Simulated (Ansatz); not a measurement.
## Dielectric function and optical constants of BaAg2As2

What colour and refractive index does BaAg2As2 have at this level of theory?

Program: Ansatz 0.2.0. Level of theory: DFT, PBE, plane-wave PAW, default files, scalar-relativistic, independent-particle optical response without local fields. Results are calculated unless marked as measured.

## (1) Set-up

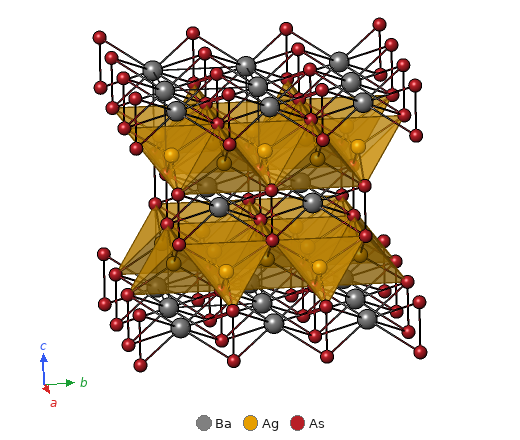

The starting structure, seen slightly off an axis (barium grey, silver orange, arsenic red). 2×2×1 cells are drawn. This picture shows the conventional cell, with its axes. Some periodic images of atoms are drawn too.

## (2) Ground state and bands

First the ground state: is it a metal or has it a gap?

This step: DFT, PBE, plane-wave PAW, default files, scalar-relativistic, ground state (Ansatz 0.2.0).

File input.yaml:

```yaml
crystal:
  lattice:
    - [-2.30125, 2.30125, 5.4336]
    - [2.30125, -2.30125, 5.4336]
    - [2.30125, 2.30125, -5.4336]
  atoms:
    - { symbol: Ba, position: [0.0, 0.0, 0.0] }
    - { symbol: Ag, position: [0.25, 0.75, 0.5] }
    - { symbol: Ag, position: [0.75, 0.25, 0.5] }
    - { symbol: As, position: [0.6158, 0.6158, 0.0] }
    - { symbol: As, position: [0.3842, 0.3842, 0.0] }
kpoints:
  mp_grid: { grid: [7, 7, 7] }
  band_path:
    path:
      - [[0.0, 0.0, 0.0], [0.0, 0.0, 0.5], [-0.08968551, 0.08968551, 0.5], [-0.29484275, 0.29484275, 0.29484275], [0.0, 0.0, 0.0], [0.5, 0.5, -0.5], [0.29484275, 0.70515725, -0.29484275], [0.0, 0.5, 0.0], [0.25, 0.25, 0.25], [0.5, 0.5, -0.08968551], [0.5, 0.5, -0.5]]
      - [[0.0, 0.0, 0.5], [0.25, 0.25, 0.25]]
    npoints: 4
scf:
  occupations: { method: fermi_dirac, width: 0.05 }
  n_extra_bands: 9
hamiltonian:
  xc: pbe
  pseudopotentials: { kind: paw }
output:
  forces: true
  stress: true
  populations: true
  write_bands: true
```

Command:

```bash
$ ansatz run input.yaml --threads 4 --pin off --max-ram 8192MiB --backend cpu --events-out ev --progress --plain --runs-dir out
```

Numbers of over 12 decimals in the logs are rounded to 6 here.

The log of the run:

```text
scf.n_extra_bands = 9 over 39 filled bands (N_el = 78.0): the run solves 48 bands
Engine: ansatz 0.2.0, x86_64-unknown-linux-gnu
Pseudopotentials: kind: paw
Pseudopotential: Ba, paw, valence charge 10, recommended cutoff 420 eV (normal), Ba.paw.azcp
Pseudopotential: Ag, paw, valence charge 19, recommended cutoff 420 eV (normal), Ag.paw.azcp
Pseudopotential: As, paw, valence charge 15, recommended cutoff 420 eV (normal), As.paw.azcp
Functional definition: PBE
  parameter kappa = 0.804
  parameter beta = 0.066725
  exchange = pbe_x(kappa = kappa, mu = beta*pi^2/3)
  correlation = pbe_c(beta = beta)
Crystal: 5 atoms, lattice volume = 115.100 Å³
Basis set: ecut = 420 eV, 2259 PW (Γ), exchange–correlation on 90×90×90 points (8 copies of the dense FFT grid, shifted against one another)
Bands: 48, of which v1, the nominal top of the filled ones, is band 39 counted from 1 (38 counted from 0)
Symmetry: 16 space group operations
Space group: I4/mmm (ITA 139), of the structure as read, at distance tolerance 4.9e-5 Å
k-points: 40 of 343
Non-local potential: Ba, projectors of the file, l = 0: 3, l = 1: 2, l = 2: 2, l = 3: 2
Non-local potential: Ag, projectors of the file, l = 0: 3, l = 1: 2, l = 2: 2, l = 3: 1
Non-local potential: As, projectors of the file, l = 0: 2, l = 1: 2, l = 2: 3, l = 3: 1
PAW form: soft (Blöchl's): semilocal exchange-correlation on the pseudo side does not see the compensation charge
PAW one-centre angular grid: Ba, 194 points (default); XC on 64 Gauss nodes
PAW one-centre angular grid: Ag, 590 points (default); XC on 64 Gauss nodes
PAW one-centre angular grid: As, 590 points (default); XC on 64 Gauss nodes
Initial density: superposition of atomic densities (neutral atoms: chi_scale 0, normalization atom), corrected by the library's trained network
Initial wavefunctions: pseudopotential atomic-orbital guess
Functional: x = pbe(κ = 0.804, μ = 0.219515), c = pbe(β = 0.066725)
SCF iter   1: F=—  HF=-30845.375206 eV  |F-HF|=—  |Δ(HF+E_count)|=         —  Δρ=2.27e-3  dr2=1.09e-2  ethr=1.77e-3  ⟨swp⟩=7.5  Hψ=7958  notcnv=0  defer=31
preconditioner: auto → Kerker (q_TF=auto, 2.557 Å⁻¹)  [metal: Δε(μ)=0.025 eV  Ē_g=9.737 eV  σ=0.050 eV  W_gap=0.12  n_scr=32 (ndim 8)  ℏωp=21.9 eV  f_vac=0.003  D(μ)=1.94/eV (n_scr^D=10)]
SCF iter   2: F=—  HF=-30845.374574 eV  |F-HF|=—  |Δ(HF+E_count)|=   6.32e-4  Δρ=9.61e-4  dr2=1.33e-3  ethr=1.40e-5  ⟨swp⟩=2.8  Hψ=3706  notcnv=0  defer=66
SCF iter   3: F=—  HF=-30845.374523 eV  |F-HF|=—  |Δ(HF+E_count)|=   5.05e-5  Δρ=4.85e-4  dr2=5.00e-4  ethr=1.70e-6  ⟨swp⟩=1.9  Hψ=2430  notcnv=0  defer=66
SCF iter   4: F=—  HF=-30845.374489 eV  |F-HF|=—  |Δ(HF+E_count)|=   3.45e-5  Δρ=1.45e-4  dr2=4.73e-5  ethr=6.42e-7  ⟨swp⟩=2.0  Hψ=2954  notcnv=0  defer=66
SCF iter   5: F=—  HF=-30845.374506 eV  |F-HF|=—  |Δ(HF+E_count)|=   1.71e-5  Δρ=7.03e-5  dr2=9.45e-6  ethr=6.06e-8  ⟨swp⟩=2.0  Hψ=3150  notcnv=0  defer=66
SCF iter   6: F=—  HF=-30845.374506 eV  |F-HF|=—  |Δ(HF+E_count)|=   1.79e-7  Δρ=2.61e-5  dr2=7.84e-7  ethr=1.21e-8  ⟨swp⟩=2.0  Hψ=3214  notcnv=0  defer=66
SCF iter   7: F=—  HF=-30845.374506 eV  |F-HF|=—  |Δ(HF+E_count)|=   3.84e-8  Δρ=7.83e-6  dr2=1.80e-7  ethr=1.00e-9  ⟨swp⟩=2.0  Hψ=3297  notcnv=0  defer=66
SCF iter   8: F=-30845.374506 eV  HF=-30845.374506 eV  |F-HF|=1.01e-8  |Δ(HF+E_count)|=   2.82e-8  Δρ=2.26e-6  dr2=1.63e-8  ethr=1.28e-10  ⟨swp⟩=10.1  Hψ=9047  notcnv=0
SCF 1 converged in 8 iterations: F = -30845.374506 eV  dr2 = 1.63e-8
  greatest PAW one-centre occupation: 1.000 electrons in one spin orbital (limit 2), on the Ag atom at site 2 (counted from 0), in its partial waves of l = 0
NSCF: frozen V_eff on 46 k-points
SCF converged after 8 iterations
Free energy (F): -30845.374506 eV
Harris-Foulkes:  -30845.374506 eV  (|F-HF|=1.01e-8)
Internal energy: -30845.358226 eV  (E = F + TS)
E sigma→0 (E₀):  -30845.366366 eV
Entropy (-TS):   -0.016280 eV (-3.256 meV/atom)
Fermi energy:    12.827898 eV
--- Per-component energies (eV) ---
  E_band       = -1067.907763
  E_kinetic    = 1431.674218
  E_local      = -10036.072881  (includes V_loc(G=0)·N_el)
  E_nonlocal   = -1123.335734
  E_hartree    = 4911.067151
  E_xc         = -697.866464
  E_vxc        = -766.210789  (∫ρ·V_xc dr)
  E_paw        = -16701.108280  (= ΣΔE_a)
  E_vpaw       = -396.090620  (= ΣTr[D̂ρ^β])
  E_aug_tail   = 0.000634  (compensation charges beyond the density's cutoff)
  E_ewald      = -8629.716871
  E_smearing   = -0.016280  (= −TS)
  E_closure    = 0.000000  (closes the sum)
  Σ components = -30845.374506   (vs F -30845.374506, Δ=0.00e0)
--- Forces (eV/Å), atoms counted from 1 ---
  atom   1  Ba     0.00000000     0.00000000     0.00000000
  atom   2  Ag     0.00000000     0.00000000     0.00000000
  atom   3  Ag     0.00000000     0.00000000     0.00000000
  atom   4  As    -0.00000000     0.00000000     0.23696438
  atom   5  As    -0.00000000     0.00000000    -0.23696438
  max |Σ_I F_I| component: 3.04e-18 eV/Å
--- Stress (GPa, compression-positive) ---
        1.839704       0.000000       0.000000
        0.000000       1.839704       0.000000
        0.000000       0.000000       3.987905
  P = ⅓ Tr σ = 2.5558 GPa (25.558 kbar)
--- Band table (eV; the first three rows and the last of 40) ---
  k-point 0: bands = [... 35 lower, 10.5996, 10.5996, 11.7796, 11.7796, 12.8020, 14.0070, 14.6342, 15.7017, ... 5 higher]
  k-point 1: bands = [... 35 lower, 10.2739, 10.8136, 11.0722, 11.2079, 13.9179, 14.5051, 15.2948, 15.7147, ... 5 higher]
  k-point 2: bands = [... 35 lower, 9.9659, 10.6053, 10.6739, 10.9046, 14.3990, 14.5509, 15.6103, 15.8620, ... 5 higher]
  k-point 39: bands = [... 35 lower, 10.3996, 11.0814, 11.6558, 13.0901, 13.3797, 13.4523, 14.6183, 15.0185, ... 5 higher]
--- Löwdin populations: 5 sites ---
  site symbol       q [e]
     0     Ba      8.3794
     1     Ag     18.5654
     2     Ag     18.5654
     3     As     15.8890
     4     As     15.8890
  spilling = 0.009125 (of n_electrons = 78.000000)
```

Elapsed: 12 s, on 4 threads of Intel Xeon at 2.50GHz (Skylake/Cascade Lake), shared host; peak memory 0.63 GiB; 43 s of CPU time.

In the SCF lines HF is the Harris–Foulkes energy and dr2 the Hartree energy of the density residual, in eV; the loop may stop once dr2 is under the threshold and the program's other checks hold. Hψ counts applications of the Hamiltonian.

Read-outs, printed or worked out from the files:

* free energy: -30845.3745 eV
* Fermi energy: 12.83 eV
* electrons: 78
* symmetry operations: 16
* pressure: 2.556 GPa
* volume: 115.1 Å³
* gap on the path: 0 eV

There are states at the Fermi level within the smearing, so the occupations stay smeared and the carriers get a Drude term. The cell is left with a pressure of 2.6 GPa and forces up to 0.24 eV/Å, as it stands unrelaxed at this level.

The electronic bands at the labelled points (eV, zero at the Fermi level; # counts the bands kept):

| point | #14 | #15 | #16 | #17 | #18 | #19 | #20 | #21 |
| --- | --- | --- | --- | --- | --- | --- | --- | --- |
| Γ | -2.23 | -2.23 | -1.05 | -1.05 | -0.03 | 1.18 | 1.81 | 2.87 |
| X | -3.14 | -3.01 | -2.53 | -2.15 | 0.30 | 2.58 | 2.62 | 4.22 |
| Y | -3.12 | -2.89 | -2.67 | -1.95 | 0.34 | 2.56 | 2.64 | 4.01 |
| S | -2.41 | -2.22 | -2.21 | 0.10 | 0.99 | 1.42 | 1.79 | 1.94 |
| Γ | -2.23 | -2.23 | -1.05 | -1.05 | -0.03 | 1.18 | 1.81 | 2.87 |
| Z | -2.51 | -1.73 | -0.93 | -0.15 | 0.65 | 0.65 | 1.22 | 3.02 |
| S1 | -2.41 | -2.22 | -2.21 | 0.10 | 0.99 | 1.42 | 1.79 | 1.94 |
| N | -3.79 | -2.16 | -1.19 | -0.17 | -0.16 | 1.42 | 2.36 | 2.54 |
| P | -3.08 | -3.08 | -2.36 | -2.36 | -0.26 | 3.63 | 3.63 | 3.83 |
| Y1 | -3.12 | -2.89 | -2.67 | -1.95 | 0.34 | 2.56 | 2.64 | 4.01 |
| Z | -2.51 | -1.73 | -0.93 | -0.15 | 0.65 | 0.65 | 1.22 | 3.02 |
| jump to X | -3.14 | -3.01 | -2.53 | -2.15 | 0.30 | 2.58 | 2.62 | 4.22 |
| P | -3.08 | -3.08 | -2.36 | -2.36 | -0.26 | 3.63 | 3.63 | 3.83 |

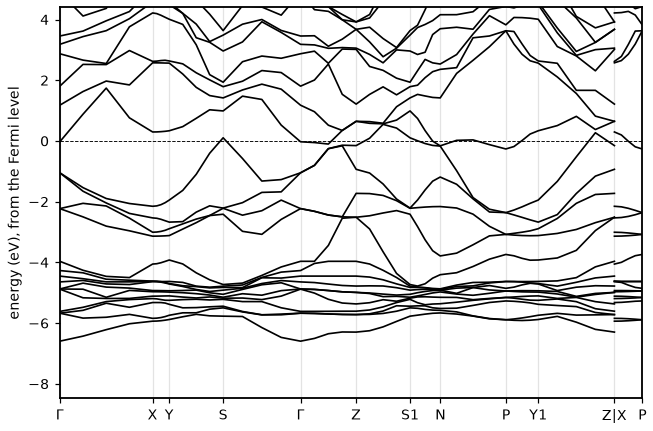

Electronic bands along the path.

## (3) Spectrum

The spectrum is a sum over vertical transitions between filled and empty bands at the fixed density, so many empty bands are needed.

This step: DFT, PBE, plane-wave PAW, default files, scalar-relativistic, independent-particle optical response without local fields (Ansatz 0.2.0).

input.yaml, the sections that differ from step 2:

```yaml
kpoints:
  mp_grid: { grid: [7, 7, 7] }
scf:
  occupations: { method: fermi_dirac, width: 0.05 }
output:
  optics:
    e_range: [0, 14]
    de: 0.05
    sigma: 0.1
    drude_damping: 0.05
    nscf_kmesh: { grid: [8, 8, 8] }
    bands: { spectra_wanted_up_to: 14 }
# crystal, hamiltonian: as in step 2
```

The log of the run:

```text
[...]
Crystal: 5 atoms, lattice volume = 115.100 Å³
Basis set: ecut = 420 eV, 2259 PW (Γ)
Bands: 47, of which v1, the nominal top of the filled ones, is band 39 counted from 1 (38 counted from 0)
Symmetry: 16 space group operations
[...]
k-points: 40 of 343
[...]
SCF iter   1: F=—  HF=-30845.375351 eV  |F-HF|=—  |Δ(HF+E_count)|=         —  Δρ=2.23e-3  dr2=1.05e-2  ethr=1.77e-3  ⟨swp⟩=7.8  Hψ=7723  notcnv=0  defer=20
[...]
SCF iter  11: F=-30845.374500 eV  HF=-30845.374500 eV  |F-HF|=1.09e-11  |Δ(HF+E_count)|=  2.55e-11  Δρ=5.13e-8  dr2=4.22e-12  ethr=1.00e-12  ⟨swp⟩=9.3  Hψ=7043  notcnv=0
SCF 1 converged in 11 iterations: F = -30845.374500 eV  dr2 = 4.22e-12
[...]
NSCF: frozen V_eff on 59 k-points
output.optics: what the bands over the 84 summed would add to eps1, eps2 and the energy-loss function is held between a lower and an upper bound (8 Lanczos steps). eps1, eps2 and their loss function (loss_summed_bands) are given on every row as the summed bands alone make them. Along an axis, on a row where the two bounds hold the loss function to about 1 % of the greater of itself and 0.5 % of |1/eps|, its cell (loss_completed) is given, with the completed eps1 and eps2 that it is formed of (a cell that is left empty reads nan in the table and null in the record). The two bounds hold it so along every axis on all 280 rows up to 14.000 eV. [rest of the remark cut]
SCF converged after 11 iterations
Free energy (F): -30845.374500 eV
[...]
Internal energy: -30845.358220 eV  (E = F + TS)
E sigma→0 (E₀):  -30845.366360 eV
Entropy (-TS):   -0.016280 eV (-3.256 meV/atom)
Fermi energy:    12.827910 eV
[...]
--- Band table (eV; the first three rows and the last of 40) ---
  k-point 0: bands = [... 35 lower, 10.5996, 10.5996, 11.7797, 11.7797, 12.8019, 14.0070, 14.6342, 15.7017, ... 4 higher]
  k-point 1: bands = [... 35 lower, 10.2739, 10.8136, 11.0722, 11.2079, 13.9179, 14.5051, 15.2948, 15.7147, ... 4 higher]
  k-point 2: bands = [... 35 lower, 9.9660, 10.6054, 10.6739, 10.9047, 14.3990, 14.5509, 15.6102, 15.8620, ... 4 higher]
  k-point 39: bands = [... 35 lower, 10.3996, 11.0814, 11.6558, 13.0901, 13.3798, 13.4523, 14.6183, 15.0185, ... 4 higher]
```

Elapsed: 4.6 min, on 4 threads; peak memory 2.5 GiB; 17 min of CPU time.

This step gave:

```
main peak of the optical conductivity above 1 eV, first axis : 4.406 eV
Drude plasma energy, first axis                              : 2.510 eV
bands summed                                                 : 84
spectra valid up to                                          : 20.72 eV
program's estimate of the k-sum error in Im epsilon          : 0.14 %
electrons in the f-sum                                       : 32.84
```

Im ε against photon energy; read off at these points:

| photon energy (eV) | E ∥ x or y | E ∥ z |
| --- | --- | --- |
| 1.0 | 6.13 | 38.2 |
| 2.0 | 10.2 | 14.8 |
| 3.0 | 14.1 | 12.5 |
| 3.2 | 14.2 | 10.7 |
| 4.0 | 11.0 | 7.59 |
| 5.0 | 7.66 | 6.72 |
| 6.0 | 5.83 | 6.24 |
| 7.0 | 4.55 | 4.10 |
| 8.0 | 3.56 | 2.78 |
| 9.0 | 2.30 | 2.15 |
| 10.0 | 1.76 | 1.46 |
| 11.0 | 1.30 | 1.28 |
| 12.0 | 1.09 | 1.07 |
| 13.0 | 1.05 | 0.814 |
| 14.0 | 0.907 | 1.15 |

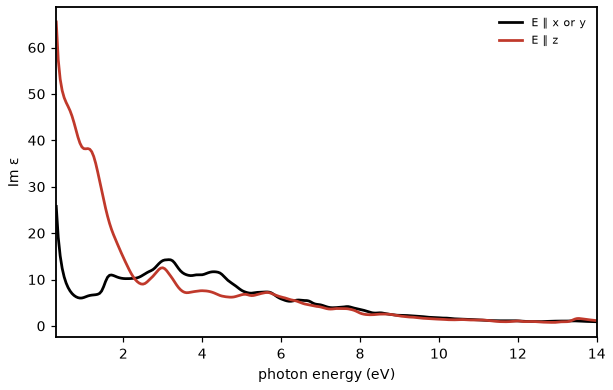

Im ε against photon energy.

Re ε against photon energy:

| photon energy (eV) | E ∥ x or y | E ∥ z |
| --- | --- | --- |
| 1 | 8.30 | 2.92 |
| 2 | 9.76 | -6.70 |
| 3 | 7.28 | -0.536 |
| 4 | 2.70 | -0.228 |
| 5 | -1.34 | 0.366 |
| 6 | -1.68 | -1.63 |
| 7 | -1.64 | -1.84 |
| 8 | -1.68 | -1.95 |
| 9 | -1.06 | -1.26 |
| 10 | -0.755 | -0.670 |
| 11 | -0.385 | -0.241 |
| 12 | 3.2e-4 | 0.157 |
| 13 | 0.458 | 0.717 |
| 14 | 0.547 | 0.427 |

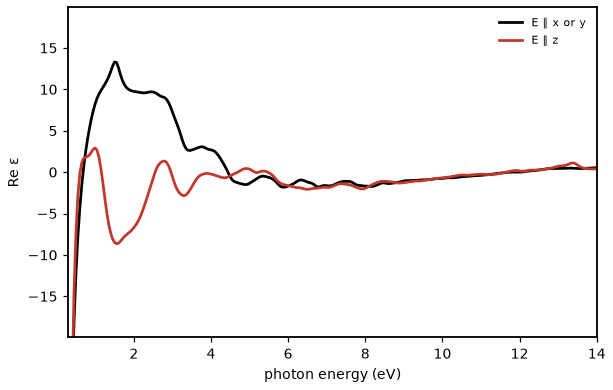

Re ε against photon energy. Below 1 eV the curve runs off the scale.

(Part 1 of 2 ends here.)

[Logs are printed without paths, hosts, clocks, repeated set-up lines and the standing remarks that a program may print on its own settings, such as how far it seeks lower states.]

[Hosts, paths, dates, database ids (printed as entryN), source tags and the programs' standing remarks are cut or masked in the printed files.]
